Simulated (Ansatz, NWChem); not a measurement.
Abstraction of F: SnH3F + CH3O → SnH3 + CH3FO

Species: SnH3F `[F][SnH3]`, singlet; CH3O (hydroxymethyl radical) `[CH2]O`, doublet; SnH3 `[SnH3]`, doublet; CH3FO `OCF`, singlet. A radical takes F: the energy is the difference in strength between the Sn–F bond broken and the C–F bond made.

Shapes, held fixed at every level: PBE0-D4/def2-TZVP. Flexible molecules stand in one conformer, not always the lowest. Programs: Ansatz 0.2.0, NWChem 7.3.0. The zero-point and thermal change to 298 K, harmonic and unscaled (PBE0-D4/def2-TZVP), is +7.9 kJ/mol.

```csv
level,kind,ΔH(298 K) (kJ/mol),less CCSD(T)/def2-TZVPP
MP2/def2-SVP,perturbation theory,-13.8,-14.2
MP2/def2-TZVPP,perturbation theory,-0.7,-1.1
PBE0/def2-SVP,global hybrid,-24.8,-25.2
BHLYP-D4/def2-TZVPP,global hybrid,+9.4,+9.0
PBE0-D4/def2-TZVPP,global hybrid,-0.7,-1.1
B2PLYP/def2-TZVPP,double hybrid,+8.3,+7.9
CCSD/def2-SVP,coupled cluster or CI,-14.7,-15.1
CCSD(T)/def2-TZVPP,coupled cluster or CI,+0.4,0.0
```

The highest level, CCSD(T)/def2-TZVPP, gives ΔH(298 K) = +0.4 kJ/mol; the levels span -24.8 to +9.4. That is about zero within the method's error. They disagree on the sign: 3 of 8 are positive. The column of differences is taken from that level and isn't an error. No measured value is set beside it here. Open shells run unrestricted. For atoms past krypton def2 sets carry core potentials with scalar relativity. Outer-core shells of Sn are correlated in most correlated rows, in sets that cover them unevenly.

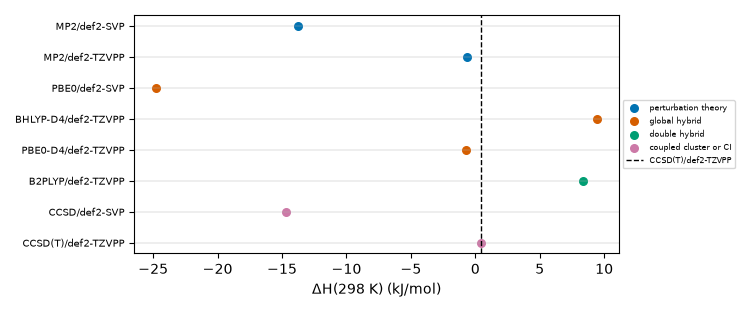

The values of the table, level by level.
